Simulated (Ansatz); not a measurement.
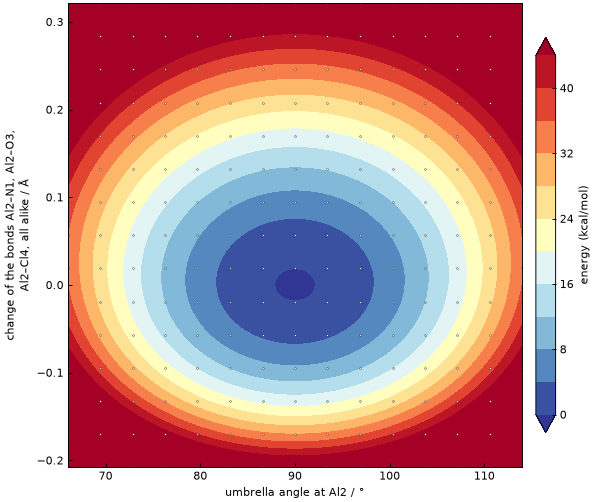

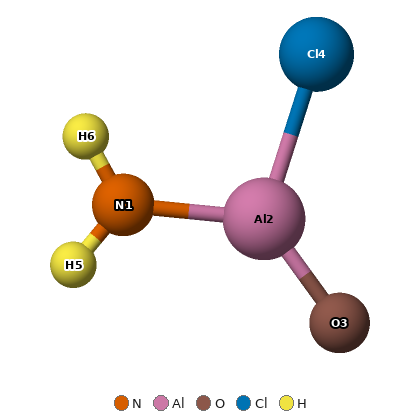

Energy landscape of AlClH2NO, SMILES [NH2][Al]([O-])[Cl], charge −1. First axis: umbrella angle at Al2 (between each of its bonds and their common axis; 90 is planar). Second axis: change of the bonds Al2–N1, Al2–O3, Al2–Cl4, all alike. Nothing is relaxed (all other coordinates rigid). The scan uses a 15 × 15 grid; 120 points were computed and 105 follow by symmetry. Points are written as (first, second). Energies: kcal/mol, counted from the lowest grid point. Method: Ansatz, RKS PBE0-D4/def2-SVPD.

Drawn: filled contours, dots at the grid points, one colour for all values above the top of the scale. Between grid points the surface is interpolated. The second picture is the structure at the lowest point.

**Summarise what can be read from the map.**

The lowest grid point is at (90.0°, 0.019 Å). It is the only kind of minimum in the scanned range. The highest grid point, (66.0°, −0.208 Å), lies 99 kcal/mol above the lowest. Round the minimum the two coordinates are nearly uncoupled.

Each point was launched as `ansatz run input.yaml --threads 1 --pin off --max-ram 2560MiB --backend cpu --events-out ev --progress --plain --runs-dir out`. Time for the 120 points that were run: 17 min on 1 thread of Arm Neoverse N1, with other jobs on the host.
